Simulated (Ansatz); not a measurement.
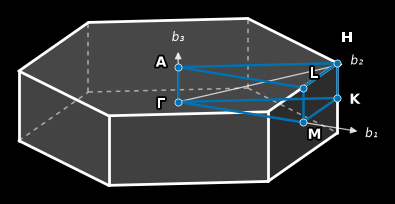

For Co, the input geometry of an electronic-structure calculation (not necessarily at equilibrium); the starting structure was generated, so it need not be a known form of this composition: the figure shows the first Brillouin zone with its special points and a band path. All values are computed from the atomic coordinates in the standard setting (tolerance 0.002 Å).

Labels and path follow the convention of Hinuma et al. (2017), as computed by seekpath; the arrows show the directions of the reciprocal primitive vectors b₁, b₂, b₃.

### Name the Bravais lattice of the crystal.

A primitive hexagonal lattice (hP; extended symbol hP2). The zone is a hexagonal prism in its combinatorial type: 8 faces (6 with 4 edges, 2 with 6 edges), 18 edges, 12 vertices.

### In which order does the conventional band path visit the special points?

Γ–M–K–Γ–A–L–H–A | L–M | H–K
